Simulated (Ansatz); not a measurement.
BNH4: several calculations on one system

### Relaxation

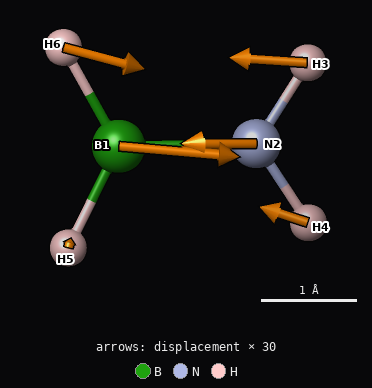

This is a relaxation of BNH$_{4}$. The starting structure is drawn; orange arrows show the displacements, 30 times their true length. The two geometries are superimposed by the best rigid fit.

The picture is a ball-and-stick view, seen face on.

The run prepares an end point of a later path (reaction) calculation, from a guessed geometry.

Method: Ansatz 0.2.0, RKS PBE0-D4/def2-SVPD. (no spin polarisation; force threshold 0.03 eV/Å; at most 50 steps)

What happened in the run?

Answer. The largest move after the best rigid fit is that of B1, 0.044 Å. By element the largest moves are B 0.044 Å, H 0.031 Å, N 0.028 Å. Among the contacts that change: B1–N2 1.460 → 1.389 Å, B1–H5 1.195 → 1.207 Å. Bond angles that change, for instance: H5–B1–H6 124.6° → 122.0°, N2–B1–H5 116.8° → 119.0°. Over 4 geometry steps the energy falls by 0.100 eV. Largest force component: 2.7 eV/Å at the start, 0.0074 eV/Å at the end. Cost: 5.6 s on 1 thread of Arm Neoverse V2, with other jobs on the host, peak memory 0.12 GiB.

### Relaxation

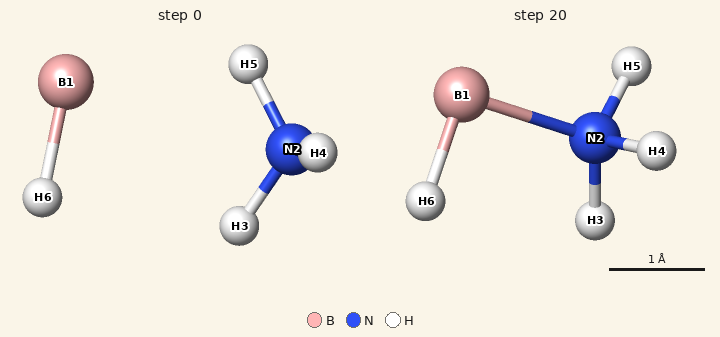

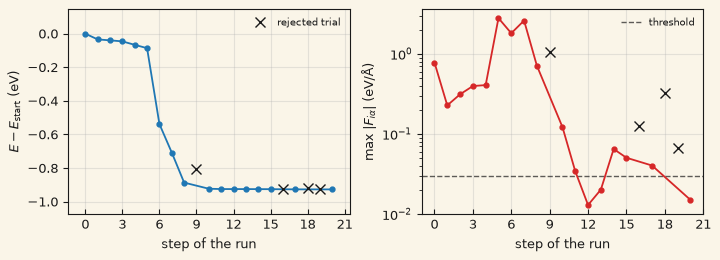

First and last geometry of a relaxation of BNH₄, with the history of the run. Style: ball-and-stick. Shown at a tilt.

The run prepares an end point of a later path (reaction) calculation, from a guessed geometry.

These are results of Ansatz, RKS PBE0-D4/def2-SVPD, not measurements.

Input
```yaml
crystal:
  periodic: [false, false, false]
  atoms:
    - { symbol: B, position_ang: [-0.153281, 0.293422, -0.737889] }
    - { symbol: "N", position_ang: [1.347487, -0.18383, 1.509085] }
    - { symbol: H, position_ang: [0.513556, -0.69536, 1.770313] }
    - { symbol: H, position_ang: [1.225404, 0.818782, 1.594309] }
    - { symbol: H, position_ang: [1.701787, -0.446814, 0.573954] }
    - { symbol: H, position_ang: [-1.171752, 0.2138, -0.022173] }
basis:
  gaussian: { orbitals: def2-SVPD }
hamiltonian:
  xc: pbe0
  dispersion: d4
relax:
  f_tol: 0.03
  max_steps: 50
```

Launched with:
```bash
ansatz run input.yaml --threads 1 --pin off --max-ram 2048MiB --backend cpu --events-out ev --progress --plain --runs-dir out
```

**Did the run converge, and what did it change?**

It converged. N2 moves most after the best rigid fit: 0.66 Å. By element the largest moves are N 0.66 Å, B 0.45 Å, H 0.26 Å. Among the contacts that change: B1–N2 2.744 → 1.645 Å, N2–H5 1.034 → 1.017 Å, N2–H3 1.013 → 1.030 Å, B1–H6 1.247 → 1.238 Å. New bonds form, among them: B1–N2 (2.74 → 1.64 Å). Among the angles between lasting bonds that change: H3–N2–H4 112.3° → 107.4°, H3–N2–H5 112.8° → 109.2°. After 16 accepted moves (20 points after the start) the energy has fallen by 0.927 eV. Largest force component: 0.78 eV/Å at the start, 0.015 eV/Å at the end. The line search rejected the trial steps at points 9, 16, 18, 19 of the run. The forces were under the threshold at step 12, but the run went on from there. The run took 21 s on 1 thread of Arm Neoverse V2, on a shared host, peak memory 0.12 GiB.

Limits of the set-up: the start holds two separate molecules, 2.4 Å apart at their closest, whose relative position is a soft coordinate.

### Path

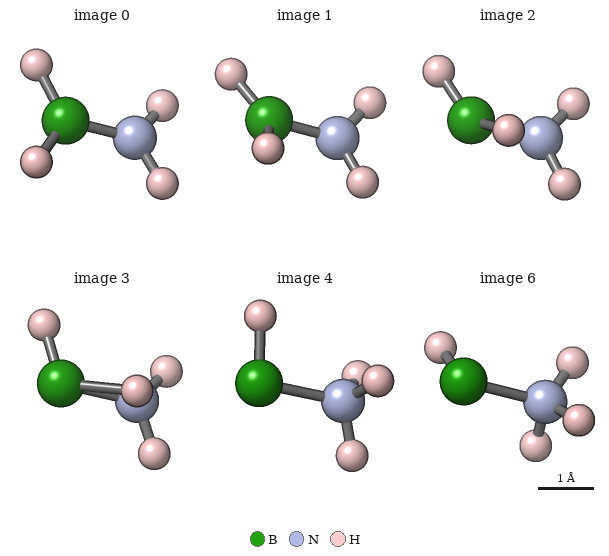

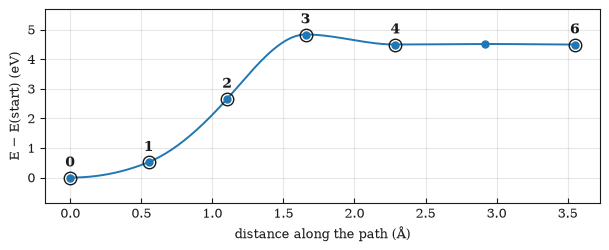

A nudged-elastic-band calculation for BNH$_{4}$. Images are numbered from 0 (start) to 6 (end). A ball-and-stick model, seen at a tilt.

These are results of RKS PBE0-D4/def2-SVPD (Ansatz 0.2.0), not measurements. Set-up: 5 movable images; climbing image; force threshold 0.05 eV/Å; iteration limit 60; starting path through a guess of the saddle point.

**Describe the mechanism and the energy profile.**

The highest point, image 3, lies 4.84 eV above the start and 0.34 eV above the end; the end is at +4.50 eV relative to the start. The path has more than one stage, and so few images may leave a stage unresolved. Breaking: B–H (1.21 → 2.22 Å). Forming: H–N (2.24 → 1.02 Å). The band converged in 15 iterations. The largest component of the band force went from 9.2 to 0.02 eV/Å. The climbing image converged on the top of the path. Its vibrational analysis gives one imaginary mode (1320i cm⁻¹), as a transition state must have.

Cost: 71 s on 1 thread of Arm Neoverse V2 (shared host), peak memory 0.12 GiB.
